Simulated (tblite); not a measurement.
Saddle-point search of C5H12N2Si

System: C5H12N2Si.
Method: GFN2-xTB saddle search (eigenvector following) and harmonic vibrations, gas phase (tblite 0.8.0).

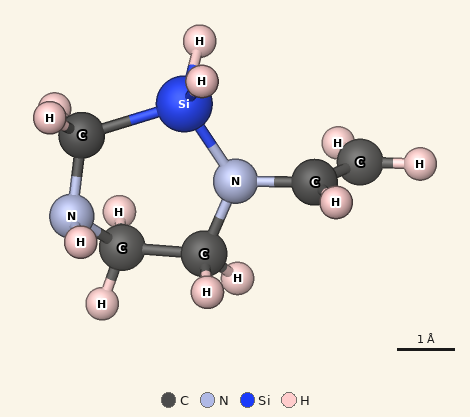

The starting structure (ball-and-stick view, seen at an oblique angle).

## The input
```
{"job": {"xc": "GFN2-xTB", "basis": "xTB", "kind": "saddle"}, "charge": 0, "multiplicity": 1}
C      2.967247     0.153442    -0.602087
C      1.968839     0.792745    -0.023901
N      0.644470     0.306481    -0.031900
C      0.289507    -0.412243     1.174565
C     -1.010168    -1.201693     1.007279
N     -2.167281    -0.393306     0.695035
C     -2.150782     0.081202    -0.685240
Si    -0.463665     0.781002    -1.253971
H      3.974565     0.529060    -0.574259
H      2.800086    -0.772709    -1.124173
H      2.132580     1.720781     0.519386
H      0.186928     0.284078     2.023535
H      1.102216    -1.109109     1.415832
H     -0.888649    -1.927884     0.199210
H     -1.208880    -1.744431     1.937067
H     -2.199851     0.399465     1.330128
H     -2.439141    -0.767450    -1.311766
H     -2.942629     0.822883    -0.790174
H     -0.060048     0.208846    -2.545155
H     -0.535345     2.248839    -1.359414
```

The first line tells a small driver script what to run in tblite; the rest is the geometry in Å.

Command:
```bash
OMP_NUM_THREADS=1 python <driver script> task.json out
```

## Log
```
step      E/eV     max force
  0    -663.37588   0.0441
  1    -663.37535   0.0902
  2    -663.37572   0.0361
  3    -663.37560   0.0452
  4    -663.37539   0.0671
  5    -663.37598   0.0851
  6    -663.37881   0.0306
  7    -663.38247   0.0410
  8    -663.38584   0.0322
  9    -663.38884   0.0462
 10    -663.39061   0.0442
 11    -663.39114   0.0073
 12    -663.39116   0.0014
lowest wavenumbers (cm-1): -143.6 61.5 121.2 163.5 222.7 289.1
```

## Trajectory as extended XYZ (Å, eV, eV/Å), 11 of the 12 frames kept, from step=0 to step=12
```
20
Properties=species:S:1:pos:R:3:forces:R:3 step=0 energy=-663.37588
C     2.9672    0.1534   -0.6021   -0.0290   0.0240   0.0000
C     1.9688    0.7927   -0.0239    0.0310  -0.0280  -0.0140
N     0.6445    0.3065   -0.0319    0.0000  -0.0170  -0.0030
C     0.2895   -0.4122    1.1746   -0.0030  -0.0020   0.0060
C    -1.0102   -1.2017    1.0073   -0.0050   0.0010   0.0080
N    -2.1673   -0.3933    0.6950   -0.0020   0.0010  -0.0020
C    -2.1508    0.0812   -0.6852    0.0060  -0.0030  -0.0050
Si   -0.4637    0.7810   -1.2540    0.0030   0.0010   0.0010
H     3.9746    0.5291   -0.5743    0.0030   0.0120  -0.0170
H     2.8001   -0.7727   -1.1242    0.0060   0.0030  -0.0340
H     2.1326    1.7208    0.5194   -0.0040  -0.0040   0.0210
H     0.1869    0.2841    2.0235   -0.0050   0.0060  -0.0020
H     1.1022   -1.1091    1.4158   -0.0060  -0.0020   0.0160
H    -0.8886   -1.9279    0.1992   -0.0070  -0.0040   0.0160
H    -1.2089   -1.7444    1.9371   -0.0110   0.0090   0.0090
H    -2.1999    0.3995    1.3301   -0.0060   0.0040  -0.0050
H    -2.4391   -0.7675   -1.3118    0.0110  -0.0060   0.0000
H    -2.9426    0.8229   -0.7902    0.0050  -0.0070  -0.0130
H    -0.0600    0.2088   -2.5452    0.0050   0.0110   0.0020
H    -0.5353    2.2488   -1.3594    0.0080   0.0010   0.0160
20
Properties=species:S:1:pos:R:3:forces:R:3 step=1 energy=-663.37535
C     2.9837    0.1378   -0.5808   -0.0520   0.0060   0.0040
C     1.9637    0.7881   -0.0530    0.0510  -0.0090  -0.0100
N     0.6480    0.2745   -0.0576   -0.0050   0.0210  -0.0230
C     0.2965   -0.4307    1.1581   -0.0070  -0.0030   0.0070
C    -1.0193   -1.2000    1.0160    0.0020  -0.0020   0.0050
N    -2.1678   -0.3816    0.6976    0.0010   0.0030  -0.0050
C    -2.1508    0.0724   -0.6896   -0.0040  -0.0030  -0.0110
Si   -0.4749    0.8061   -1.2444    0.0170   0.0020   0.0040
H     3.9820    0.5387   -0.5611   -0.0080  -0.0060  -0.0120
H     2.8462   -0.8222   -1.0527    0.0070   0.0700   0.0140
H     2.0983    1.7556    0.4321   -0.0040  -0.0860  -0.0270
H     0.2175    0.2725    2.0045   -0.0050   0.0020  -0.0100
H     1.1006   -1.1398    1.3930   -0.0080   0.0050   0.0120
H    -0.9176   -1.9449    0.2219   -0.0030   0.0070   0.0200
H    -1.2194   -1.7205    1.9586   -0.0010   0.0110  -0.0020
H    -2.1890    0.4216    1.3205   -0.0040  -0.0050  -0.0080
H    -2.4119   -0.7926   -1.3058    0.0120   0.0080   0.0080
H    -2.9593    0.7937   -0.8128    0.0120  -0.0170  -0.0070
H    -0.0641    0.2927   -2.5580   -0.0030   0.0210   0.0240
H    -0.5626    2.2786   -1.2865    0.0030  -0.0250   0.0160
20
Properties=species:S:1:pos:R:3:forces:R:3 step=2 energy=-663.37572
C     2.9697    0.1490   -0.5963    0.0000   0.0110  -0.0080
C     1.9663    0.7932   -0.0337    0.0050  -0.0160  -0.0030
N     0.6445    0.2989   -0.0362    0.0050  -0.0210   0.0020
C     0.2918   -0.4201    1.1708   -0.0010   0.0010   0.0030
C    -1.0140   -1.2015    1.0110   -0.0050   0.0020   0.0060
N    -2.1674   -0.3894    0.6947   -0.0030   0.0000  -0.0010
C    -2.1490    0.0781   -0.6878    0.0050  -0.0030  -0.0020
Si   -0.4657    0.7901   -1.2492   -0.0020   0.0020   0.0000
H     3.9739    0.5335   -0.5772    0.0040   0.0090  -0.0110
H     2.8109   -0.7901   -1.0969    0.0040  -0.0080  -0.0350
H     2.1214    1.7366    0.4844   -0.0010   0.0040   0.0260
H     0.1983    0.2755    2.0214   -0.0050   0.0090  -0.0020
H     1.1013   -1.1225    1.4071   -0.0050   0.0000   0.0130
H    -0.8992   -1.9349    0.2087   -0.0040  -0.0050   0.0100
H    -1.2147   -1.7356    1.9453   -0.0080   0.0070   0.0100
H    -2.1972    0.4067    1.3256   -0.0050   0.0050  -0.0030
H    -2.4264   -0.7762   -1.3113    0.0080  -0.0090  -0.0020
H    -2.9467    0.8122   -0.8004    0.0000  -0.0050  -0.0110
H    -0.0581    0.2376   -2.5469    0.0060   0.0090  -0.0050
H    -0.5397    2.2591   -1.3332    0.0010   0.0080   0.0130
20
Properties=species:S:1:pos:R:3:forces:R:3 step=3 energy=-663.37560
C     2.9795    0.1400   -0.5844   -0.0200   0.0030  -0.0030
C     1.9636    0.7900   -0.0503    0.0220  -0.0080  -0.0040
N     0.6467    0.2804   -0.0510   -0.0010   0.0020  -0.0120
C     0.2956   -0.4300    1.1616   -0.0040   0.0000   0.0040
C    -1.0190   -1.2006    1.0158   -0.0010   0.0000   0.0050
N    -2.1678   -0.3832    0.6961   -0.0010   0.0010  -0.0030
C    -2.1492    0.0733   -0.6901   -0.0010  -0.0030  -0.0060
Si   -0.4721    0.8042   -1.2437    0.0080   0.0020   0.0030
H     3.9785    0.5387   -0.5697   -0.0020  -0.0010  -0.0080
H     2.8377   -0.8178   -1.0570    0.0050   0.0330  -0.0060
H     2.1021    1.7551    0.4352   -0.0010  -0.0450  -0.0040
H     0.2147    0.2700    2.0102   -0.0040   0.0070  -0.0060
H     1.1002   -1.1389    1.3952   -0.0050   0.0040   0.0110
H    -0.9150   -1.9443    0.2212   -0.0020   0.0020   0.0120
H    -1.2203   -1.7224    1.9571   -0.0030   0.0080   0.0030
H    -2.1915    0.4186    1.3204   -0.0040   0.0000  -0.0050
H    -2.4114   -0.7899   -1.3080    0.0090  -0.0010   0.0030
H    -2.9560    0.7960   -0.8127    0.0040  -0.0110  -0.0070
H    -0.0605    0.2850   -2.5540    0.0010   0.0150   0.0090
H    -0.5556    2.2758   -1.2919   -0.0010  -0.0090   0.0140
20
Properties=species:S:1:pos:R:3:forces:R:3 step=4 energy=-663.37539
C     2.9868    0.1264   -0.5692   -0.0500   0.0090   0.0070
C     1.9617    0.7884   -0.0670    0.0460  -0.0160  -0.0120
N     0.6469    0.2724   -0.0644   -0.0010   0.0100  -0.0120
C     0.2997   -0.4350    1.1516   -0.0040   0.0000   0.0030
C    -1.0200   -1.1993    1.0179    0.0010  -0.0010   0.0030
N    -2.1674   -0.3805    0.6966   -0.0010   0.0010  -0.0030
C    -2.1500    0.0680   -0.6922   -0.0020  -0.0020  -0.0090
Si   -0.4807    0.8203   -1.2386    0.0070   0.0040   0.0010
H     3.9832    0.5316   -0.5563    0.0020  -0.0020  -0.0070
H     2.8567   -0.8472   -1.0133    0.0010   0.0490   0.0110
H     2.0899    1.7716    0.3854    0.0020  -0.0640  -0.0200
H     0.2285    0.2671    1.9994   -0.0050   0.0060  -0.0060
H     1.1020   -1.1476    1.3811   -0.0040   0.0050   0.0090
H    -0.9240   -1.9508    0.2298    0.0000   0.0020   0.0100
H    -1.2193   -1.7115    1.9650   -0.0010   0.0060   0.0010
H    -2.1879    0.4252    1.3161   -0.0040  -0.0010  -0.0040
H    -2.3970   -0.8027   -1.3059    0.0090   0.0040   0.0040
H    -2.9667    0.7786   -0.8222    0.0070  -0.0130  -0.0050
H    -0.0660    0.3322   -2.5597   -0.0020   0.0180   0.0150
H    -0.5765    2.2927   -1.2543   -0.0010  -0.0160   0.0130
20
Properties=species:S:1:pos:R:3:forces:R:3 step=6 energy=-663.37881
C     2.9946    0.0900   -0.5455   -0.0180  -0.0020   0.0030
C     1.9628    0.7818   -0.1018    0.0170  -0.0040  -0.0060
N     0.6467    0.2692   -0.0824   -0.0020   0.0060  -0.0050
C     0.3036   -0.4296    1.1405    0.0000   0.0020   0.0000
C    -1.0149   -1.1986    1.0184    0.0000   0.0000   0.0010
N    -2.1677   -0.3895    0.6919    0.0000  -0.0010  -0.0010
C    -2.1492    0.0568   -0.6975    0.0000  -0.0010  -0.0050
Si   -0.4966    0.8571   -1.2221    0.0020   0.0050   0.0010
H     3.9901    0.4977   -0.5452    0.0000  -0.0060  -0.0030
H     2.8726   -0.9097   -0.9277    0.0000   0.0160   0.0110
H     2.0861    1.7941    0.2792    0.0020  -0.0260  -0.0160
H     0.2320    0.2800    1.9821   -0.0020   0.0040  -0.0030
H     1.1077   -1.1379    1.3752   -0.0010   0.0050   0.0040
H    -0.9189   -1.9588    0.2389    0.0020   0.0000   0.0030
H    -1.2096   -1.7004    1.9719    0.0000   0.0020   0.0010
H    -2.1978    0.4175    1.3093   -0.0030  -0.0020  -0.0020
H    -2.3633   -0.8215   -1.3121    0.0070   0.0020   0.0010
H    -2.9844    0.7432   -0.8376    0.0020  -0.0080  -0.0030
H    -0.0735    0.4317   -2.5607   -0.0020   0.0160   0.0100
H    -0.6202    2.3270   -1.1747   -0.0040  -0.0070   0.0110
20
Properties=species:S:1:pos:R:3:forces:R:3 step=7 energy=-663.38247
C     2.9970    0.0679   -0.5593    0.0150  -0.0060  -0.0050
C     1.9691    0.7631   -0.1143   -0.0110  -0.0020   0.0010
N     0.6512    0.2549   -0.0935   -0.0310   0.0050  -0.0050
C     0.2989   -0.4134    1.1451    0.0090   0.0080  -0.0030
C    -1.0135   -1.1937    1.0265   -0.0020   0.0020   0.0000
N    -2.1719   -0.3990    0.6836    0.0060  -0.0010   0.0020
C    -2.1428    0.0423   -0.7074   -0.0040   0.0010  -0.0160
Si   -0.5006    0.8794   -1.2075    0.0080   0.0060  -0.0020
H     3.9941    0.4716   -0.5618    0.0010  -0.0040  -0.0010
H     2.8700   -0.9305   -0.9401   -0.0010  -0.0200  -0.0070
H     2.0980    1.7733    0.2666    0.0030   0.0180   0.0050
H     0.2145    0.3154    1.9697    0.0000  -0.0070  -0.0180
H     1.1045   -1.1117    1.4039   -0.0100   0.0160  -0.0010
H    -0.9069   -1.9630    0.2570    0.0020   0.0050   0.0080
H    -1.2094   -1.6850    1.9853    0.0000   0.0040  -0.0020
H    -2.2187    0.4102    1.2975   -0.0020  -0.0090  -0.0080
H    -2.3270   -0.8435   -1.3218    0.0100   0.0180   0.0120
H    -2.9918    0.7092   -0.8624    0.0160  -0.0180  -0.0020
H    -0.0644    0.5056   -2.5574   -0.0090   0.0210   0.0340
H    -0.6503    2.3468   -1.1095    0.0010  -0.0350   0.0090
20
Properties=species:S:1:pos:R:3:forces:R:3 step=8 energy=-663.38584
C     2.9932    0.0444   -0.5764   -0.0020  -0.0010  -0.0010
C     1.9752    0.7491   -0.1224    0.0000  -0.0030   0.0000
N     0.6523    0.2530   -0.0964    0.0000   0.0020   0.0010
C     0.2941   -0.3943    1.1518    0.0040   0.0030   0.0000
C    -1.0106   -1.1882    1.0341   -0.0040   0.0030  -0.0020
N    -2.1752   -0.4105    0.6734    0.0110   0.0010   0.0050
C    -2.1340    0.0269   -0.7187   -0.0060   0.0010  -0.0170
Si   -0.5035    0.9010   -1.1921   -0.0100   0.0080  -0.0110
H     3.9946    0.4377   -0.5834   -0.0040  -0.0050  -0.0020
H     2.8533   -0.9516   -0.9603   -0.0020  -0.0020  -0.0020
H     2.1171    1.7565    0.2634    0.0020  -0.0040   0.0000
H     0.1965    0.3478    1.9627   -0.0010  -0.0050  -0.0120
H     1.1028   -1.0813    1.4293   -0.0090   0.0120   0.0000
H    -0.8905   -1.9658    0.2747    0.0010   0.0090   0.0090
H    -1.2083   -1.6698    1.9974   -0.0010   0.0040  -0.0030
H    -2.2414    0.4002    1.2838    0.0000  -0.0130  -0.0120
H    -2.2870   -0.8651   -1.3331    0.0100   0.0230   0.0170
H    -2.9961    0.6732   -0.8896    0.0200  -0.0190  -0.0010
H    -0.0536    0.5744   -2.5482   -0.0070   0.0160   0.0270
H    -0.6787    2.3624   -1.0500   -0.0010  -0.0300   0.0050
20
Properties=species:S:1:pos:R:3:forces:R:3 step=9 energy=-663.38884
C     2.9881    0.0079   -0.5834   -0.0310   0.0090   0.0090
C     1.9817    0.7367   -0.1394    0.0260  -0.0130  -0.0090
N     0.6522    0.2582   -0.1013    0.0040   0.0210  -0.0120
C     0.2909   -0.3708    1.1556   -0.0010  -0.0030   0.0040
C    -1.0027   -1.1835    1.0386   -0.0020   0.0050  -0.0010
N    -2.1764   -0.4277    0.6612    0.0140   0.0040   0.0070
C    -2.1245    0.0100   -0.7306   -0.0040   0.0050  -0.0240
Si   -0.5124    0.9335   -1.1724   -0.0090   0.0070  -0.0140
H     3.9955    0.3858   -0.5999   -0.0110  -0.0080  -0.0020
H     2.8321   -0.9934   -0.9495    0.0000   0.0270   0.0120
H     2.1390    1.7498    0.2272    0.0010  -0.0310  -0.0140
H     0.1762    0.3836    1.9526   -0.0010  -0.0070  -0.0080
H     1.1051   -1.0427    1.4519   -0.0090   0.0080  -0.0010
H    -0.8662   -1.9678    0.2890    0.0010   0.0070   0.0070
H    -1.2006   -1.6568    2.0058   -0.0010   0.0010   0.0000
H    -2.2663    0.3825    1.2695    0.0010  -0.0160  -0.0120
H    -2.2390   -0.8870   -1.3464    0.0100   0.0310   0.0190
H    -3.0030    0.6296   -0.9168    0.0240  -0.0200  -0.0010
H    -0.0477    0.6667   -2.5364   -0.0140   0.0150   0.0410
H    -0.7218    2.3855   -0.9752    0.0040  -0.0460   0.0000
20
Properties=species:S:1:pos:R:3:forces:R:3 step=10 energy=-663.39061
C     2.9765   -0.0263   -0.5995   -0.0110   0.0090   0.0060
C     1.9893    0.7249   -0.1502    0.0040  -0.0120  -0.0050
N     0.6512    0.2719   -0.0972    0.0400   0.0020   0.0110
C     0.2852   -0.3425    1.1661    0.0010  -0.0040   0.0070
C    -0.9935   -1.1788    1.0431   -0.0050   0.0090  -0.0060
N    -2.1774   -0.4482    0.6464    0.0280   0.0120   0.0180
C    -2.1118   -0.0062   -0.7437   -0.0070   0.0030  -0.0200
Si   -0.5178    0.9627   -1.1518   -0.0320   0.0020  -0.0160
H     3.9917    0.3305   -0.6286   -0.0250  -0.0080   0.0010
H     2.7959   -1.0259   -0.9575    0.0020   0.0140   0.0070
H     2.1706    1.7362    0.2084   -0.0020  -0.0110  -0.0060
H     0.1473    0.4222    1.9501    0.0020  -0.0190  -0.0180
H     1.1066   -0.9964    1.4829   -0.0230   0.0160  -0.0070
H    -0.8342   -1.9674    0.3020   -0.0040   0.0180   0.0130
H    -1.1936   -1.6468    2.0123   -0.0030   0.0000   0.0000
H    -2.2963    0.3589    1.2548    0.0070  -0.0310  -0.0260
H    -2.1881   -0.9049   -1.3634    0.0070   0.0350   0.0260
H    -3.0043    0.5880   -0.9452    0.0240  -0.0160  -0.0010
H    -0.0399    0.7460   -2.5178   -0.0060   0.0070   0.0150
H    -0.7575    2.4024   -0.9112   -0.0010  -0.0220   0.0000
20
Properties=species:S:1:pos:R:3:forces:R:3 step=12 energy=-663.39116
C     2.9692   -0.0422   -0.6122    0.0000   0.0000   0.0000
C     1.9926    0.7166   -0.1539    0.0000  -0.0010   0.0000
N     0.6518    0.2745   -0.0970    0.0010   0.0000   0.0000
C     0.2825   -0.3298    1.1705    0.0000   0.0000   0.0000
C    -0.9913   -1.1731    1.0493    0.0000   0.0000   0.0000
N    -2.1763   -0.4541    0.6382    0.0000   0.0000   0.0000
C    -2.1017   -0.0176   -0.7533    0.0000   0.0000  -0.0010
Si   -0.5208    0.9769   -1.1410   -0.0010   0.0000   0.0000
H     3.9872    0.3037   -0.6457   -0.0010   0.0000   0.0000
H     2.7757   -1.0378   -0.9737    0.0000   0.0000   0.0000
H     2.1856    1.7236    0.2095    0.0000   0.0000   0.0000
H     0.1376    0.4405    1.9465    0.0000   0.0000   0.0000
H     1.1042   -0.9770    1.4965    0.0000   0.0000   0.0000
H    -0.8236   -1.9677    0.3175    0.0000   0.0000   0.0000
H    -1.1949   -1.6326    2.0219    0.0000   0.0000   0.0000
H    -2.3075    0.3543    1.2407    0.0000   0.0000   0.0000
H    -2.1524   -0.9197   -1.3682    0.0000   0.0010   0.0010
H    -3.0017    0.5584   -0.9695    0.0010  -0.0010   0.0000
H    -0.0338    0.7967   -2.5075    0.0000   0.0000   0.0010
H    -0.7825    2.4062   -0.8687    0.0000  -0.0010   0.0000
```

## Results in brief

- outcome: converged
- total energy: −663.3912 eV
- point group: C1
- hardware: 1 CPU thread, shared host
- wall time: 4.8 s
- peak memory: 0.19 GiB
